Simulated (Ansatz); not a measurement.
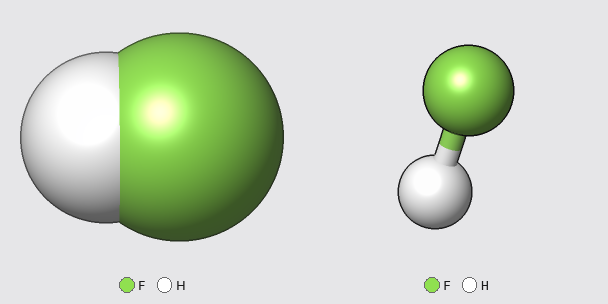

Two views of one molecule.

The geometry was computed by an optimisation with PBE0-D4/def2-TZVP. No frequency run is at hand to confirm it as a minimum.

Description:

The molecule is HF. This geometry has C∞v symmetry.
